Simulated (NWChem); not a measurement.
# One shape, several levels: triplet HBS

Aim: a comparison of 6 runs (UHF/STO-3G, UHF/3-21G, UPBE0/def2-TZVPPD, UB3LYP/6-31G*, UB3LYP/def2-TZVPPD, UM06-2X/def2-TZVPPD) of triplet HBS. 

The results are computed with NWChem 7.3.0.

36 further runs of the same task are left out: 1 that didn't finish, 35 set aside as unsound or not needed. Runs told in other sessions of the task aren't counted.

### Step 1. Starting point

HBS: 3 atoms, total charge 0, spin state triplet. SMILES of the parent species: `B=S`. The coordinates come from a PBE0-D4/def2-TZVP relaxation. That shape belongs to the parent species and isn't relaxed for this state.

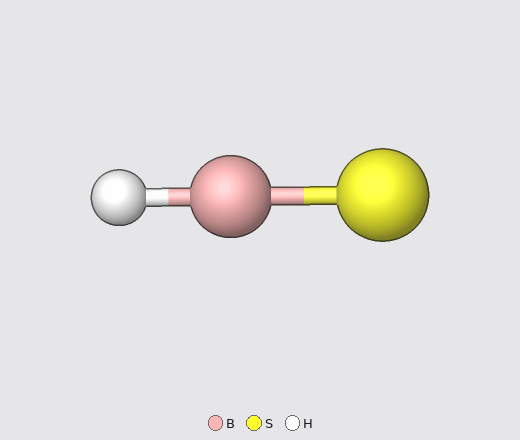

The structure, seen from a chosen angle (boron pink, sulfur yellow, hydrogen white).

### Step 2. The energy at UHF/STO-3G (run 1)

File geom.nw:

```
start geom
memory stack 880 mb heap 220 mb global 1100 mb

geometry noautosym nocenter noautoz
  B    -0.038660   -0.014560    0.134750
  S     0.399170    0.147640   -1.393290
  H    -0.360510   -0.133080    1.258530
end

basis spherical bse
  B library STO-3G
  S library STO-3G
  H library STO-3G
end

scf
  nopen 2
  uhf
  thresh 1e-08
  maxiter 80
end

task scf
```

The run is started by

```sh
$ nwchem geom.nw > geom.out
```

Standard output:

```text
[...]
  functions       =    15
[...]
  wavefunction    = UHF
[...]
         Total SCF energy =   -417.975269195585
      One electron energy =   -643.421958102467
      Two electron energy =    193.645601776488
 Nuclear repulsion energy =     31.801087130395
                       Sz =      1.0000
                 Sz(Sz+1) =      2.0000
                      S^2 =      2.0142
[...]
```

It took 2.8 s on 1 thread of AMD EPYC 7R13 (Zen 3), shared host; peak memory 0.096 GiB.

### Step 3. A single-point energy at UHF/3-21G (run 2)

File geom.nw:

```
start geom
title "BHS hf"
memory 2200 mb

geometry units angstrom noautosym nocenter noautoz
  B       -0.038660      -0.014560       0.134750
  S        0.399170       0.147640      -1.393290
  H       -0.360510      -0.133080       1.258530
end

basis spherical bse
  B library 3-21G
  S library 3-21G
  H library 3-21G
end

scf
  triplet
  uhf
  thresh 1e-08
  maxiter 80
end

task scf
```

The run is started by

```sh
$ nwchem geom.nw > geom.out
```

Standard output:

```text
[...]
  functions       =    24
[...]
  wavefunction    = UHF
[...]
         Total SCF energy =   -420.550215721141
      One electron energy =   -643.092589983629
      Two electron energy =    190.741287132094
 Nuclear repulsion energy =     31.801087130395
                       Sz =      1.0000
                 Sz(Sz+1) =      2.0000
                      S^2 =      2.0149
[...]
```

Run time: 1.1 s. Hardware: 1 thread of AMD EPYC 7R13 (Zen 3), shared host; peak memory 0.097 GiB.

### Step 4. A single-point energy at UPBE0/def2-TZVPPD (run 3)

File a.nw:

```
start a
memory 2200 mb
charge 0

geometry units atomic noautosym nocenter noautoz
   B   -0.07305681  -0.02751441   0.25464060
   S    0.75432198   0.27899917  -2.63293651
   H   -0.68126517  -0.25148475   2.37827702
end

basis "ao basis" spherical bse
   B library def2-TZVPPD
   S library def2-TZVPPD
   H library def2-TZVPPD
end

dft
   xc pbe0
   mult 3
   grid fine
   convergence energy 1e-08
   maxiter 100
   mulliken
   print low
end

task dft energy
```

The run is started by

```sh
$ nwchem a.nw > a.out
```

Standard output:

```text
[...]
 d= 0,ls=0.0,diis     1   -423.2908820154 -4.55D+02  4.00D-03  1.12D-01     1.8
[...]
 d= 0,ls=0.0,diis    12   -423.3288891522 -5.14D-09  1.89D-07  3.82D-11    17.8
[...]
         Total DFT energy =     -423.328889152244
      One electron energy =     -645.867220014981
           Coulomb energy =      220.680096522364
    Exchange-Corr. energy =      -29.942850477018
 Nuclear repulsion energy =       31.801084817391
[...]
      Total Density - Mulliken Population Analysis
     ---------------------------------------------
    Atom       Charge   Shell Charges
 -----------   ------   -------------------------------------------------------
    1 B    5     5.01   0.91  1.06  0.53  0.45 -0.02 -0.01  0.98  0.87  0.13  0.03  0.05  0.01  0.01
    2 S   16    16.12   2.01  0.48  1.48  1.13  0.84  0.07  4.18  1.67  0.92  2.21  0.93  0.02  0.00  0.04  0.09  0.04  0.01
    3 H    1     0.87   0.25  0.45  0.15  0.00  0.01  0.00  0.00
[...]
      <S2> =      2.0111 (Exact =     2.0000)
[...]
```

Wall time 19 s (1 thread of AMD EPYC 7R13 (Zen 3), shared host); peak memory 0.11 GiB.

Runs 4 to 5 aren't shown in full; the table further down has their settings and results.

### Step 5. A single-point energy at UM06-2X/def2-TZVPPD (run 6)

File run.nw:

```
START run
TITLE "hydrogen boron sulfide"
memory total 2200 mb

GEOMETRY noautosym nocenter noautoz
 B       -0.038660      -0.014560       0.134750
 S        0.399170       0.147640      -1.393290
 H       -0.360510      -0.133080       1.258530
END

BASIS spherical bse
 * library def2-TZVPPD
END

DFT
 xc m06-2x
 mult 3
 grid fine
 convergence energy 1e-08
 maxiter 100
 mulliken
END

TASK dft energy
```

The run is started by

```sh
$ nwchem run.nw > run.out
```

Standard output:

```text
[...]
          Wavefunction type:  spin polarized.
          No. of atoms     :     3
          No. of electrons :    22
[...]
          Charge           :     0
          Spin multiplicity:     3
[...]
          AO basis - number of functions:   105
[...]
              XC Information
              --------------
                       M06-2X Method XC Functional
                     Hartree-Fock (Exact) Exchange  0.540
                        M06-2X Exchange Functional  1.000
                      M06-2X Correlation Potential  1.000
[...]
 d= 0,ls=0.0,diis     1   -423.4352835472 -4.55D+02  3.82D-03  1.25D-01     2.1
[...]
 d= 0,ls=0.0,diis    14   -423.4704496878 -2.11D-09  1.54D-07  2.57D-11    24.2
[...]
         Total DFT energy =     -423.470449687768
      One electron energy =     -645.912309779226
           Coulomb energy =      220.735634021842
    Exchange-Corr. energy =      -30.094861060779
 Nuclear repulsion energy =       31.801087130395
[...]
      Total Density - Mulliken Population Analysis
     ---------------------------------------------
    Atom       Charge   Shell Charges
 -----------   ------   -------------------------------------------------------
    1 B    5     4.92   0.91  1.06  0.55  0.28  0.03  0.01  0.99  0.89  0.14  0.03  0.03  0.00  0.01
    2 S   16    16.12   2.01  0.47  1.49  1.13  0.87  0.05  4.19  1.66  0.96  2.10  1.00  0.02  0.00  0.04  0.07  0.05  0.00
    3 H    1     0.96   0.25  0.45  0.21  0.00  0.01  0.03 -0.00
[...]
      <S2> =      2.0088 (Exact =     2.0000)
[...]
```

Wall time 25 s (1 thread of AMD EPYC 7R13 (Zen 3), shared host); peak memory 0.11 GiB.

### Step 6. Overview of the runs

```
run                                level  iteration cap  module  energy (Eh)  dipole moment (D)  HOMO energy (eV)   ⟨S²⟩  wall time
  1                           UHF/STO-3G             80     scf  -417.975269               0.57             -4.12  2.014      2.8 s
  2                            UHF/3-21G             80     scf  -420.550216               0.13             -7.02  2.015      1.1 s
  3                    UPBE0/def2-TZVPPD            100     dft  -423.328889                  –                 –  2.011       19 s
  4  UB3LYP/6-31G* (spherical functions)            100     dft  -423.477098               0.35                 –  2.006      5.1 s
  5                   UB3LYP/def2-TZVPPD            100     dft  -423.527738               0.41             -3.92  2.008       19 s
  6                  UM06-2X/def2-TZVPPD            100     dft  -423.470450               0.35             -4.92  2.009       25 s
```

### Step 7. Results

| quantity | value |
| --- | --- |
| run 6: total energy | -423.47045 Eh |
| run 6: dipole moment | 0.35 D |
| run 6: HOMO energy (highest over α and β) | -4.92 eV |
| run 6: LUMO energy (lowest over α and β) | -4.91 eV |
| run 6: ⟨S²⟩ | 2.009 |

What this shows: Over runs 1, 2, 4, 5, 6 the dipole moment (its size) runs from 0.13 D (UHF/3-21G) to 0.57 D (UHF/STO-3G). The two dipoles point in opposite directions. Totals of different functionals can't be ranked against each other. In run 1 the basis is minimal, so the values are rough. All runs together took 72 s, the longest 25 s.
